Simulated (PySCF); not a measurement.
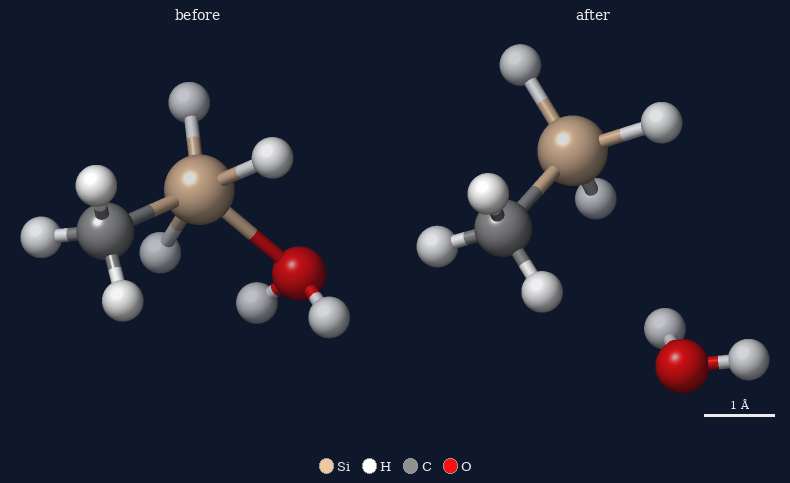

The structure of CH₈OSi (started from a transition state, displaced along its imaginary mode) before (left) and after (right) a relaxation, at one scale.

The picture is a ball-and-stick view, seen at a tilt.

Computed with RKS PBE0-D4/def2-TZVP, density fitting in PySCF. 

Q: Summarise the run.

A: The relaxation stopped without meeting its thresholds, so the last structure isn't shown to be converged. Over 89 geometry steps the energy falls by 44.2 kcal/mol. The O atom moves most after the best rigid fit: 1.42 Å. By element the largest moves are O 1.42 Å, H 1.13 Å, Si 0.64 Å, C 0.09 Å. Near-neighbour distances that change, for instance: O–Si 1.962 → 3.485 Å, H–Si 2.086 → 3.002 Å, H–Si 1.600 → 1.496 Å, H–O 0.863 → 0.961 Å. Bonds break: O–Si (1.96 → 3.48 Å). Among the angles between lasting bonds that change: H–Si–H 155.2° → 107.5°, H–Si–C 91.3° → 110.9°, H–Si–H 93.4° → 106.8°. Cost: 11 min on 4 threads of Arm Neoverse V2 (shared host).
